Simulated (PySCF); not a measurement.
# C4H12OSi2 (SMILES C=CCC[SiH2][SiH2]O): what the fields show

```xyz
19

C    -3.4660    0.2275   -0.4013
C    -2.3682   -0.2794    0.1280
C    -0.9866    0.2300   -0.1284
C    -0.1500   -0.8152   -0.8734
Si    1.6412   -0.2319   -1.1843
Si    2.7759    0.0743    0.7958
O     2.0655    1.4064    1.4181
H    -4.4420   -0.1842   -0.2058
H    -3.4349    1.0854   -1.0536
H    -2.4265   -1.1454    0.7766
H    -0.5037    0.4658    0.8240
H    -1.0343    1.1481   -0.7171
H    -0.1411   -1.7420   -0.2942
H    -0.6438   -1.0499   -1.8187
H     2.2955   -1.2676   -2.0023
H     1.5706    0.9670   -2.0365
H     4.2194    0.3246    0.6755
H     2.6669   -1.0110    1.7857
H     2.3521    1.8067    2.2346
```

Geometry: GFN2-xTB.

Computed with PBE0/pcSseg-1, SCF density, gas phase, non-relativistic (PySCF).

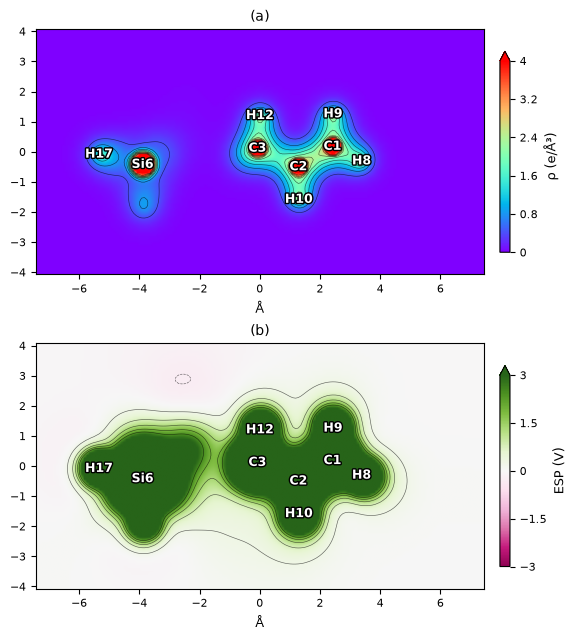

Figure 1. (a) total electron density; (b) electrostatic potential on the plane of atoms H8, C1 and H9.

Read the bonding off the picture.

Answer.
- The section cuts through C, Si and H sites.
- C–C (1.32 Å): the density is about 2.3 e/Å³ at the midpoint.
- C–C (1.49 Å): the density is about 1.7 e/Å³ at the midpoint.
- C–H (1.08 Å): ρ is about 2 e/Å³ halfway.
- The potential has no marked negative region in this plane.

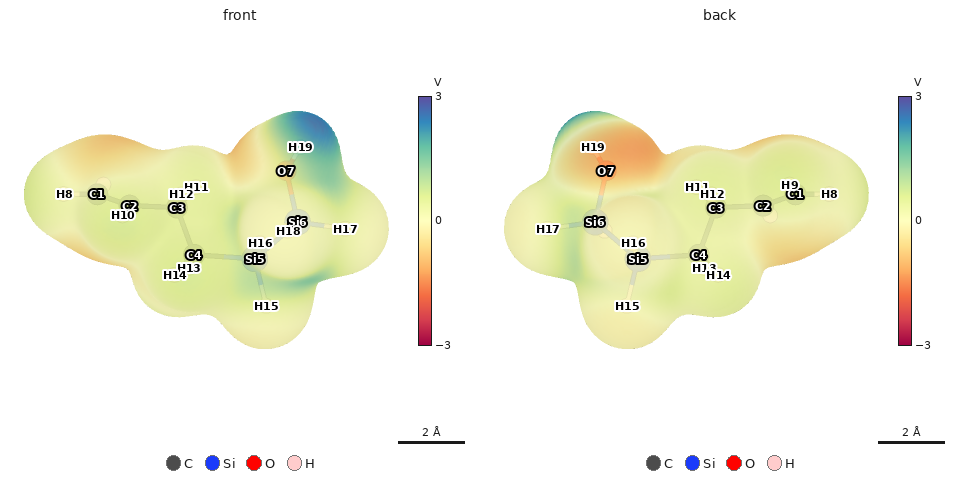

Figure 2. The electrostatic potential painted on the density surface at 0.002 e/bohr³, seen from the front and from behind; red is negative and blue positive.

Describe the electrostatic potential map.

Answer. The most negative region (about −1.3 V) lies over O7, the most positive (about +2.5 V) over H19. O7 is the likeliest acceptor of a hydrogen bond.

What dipole moment does the calculation give?

Answer. Its dipole moment is 1.27 D.
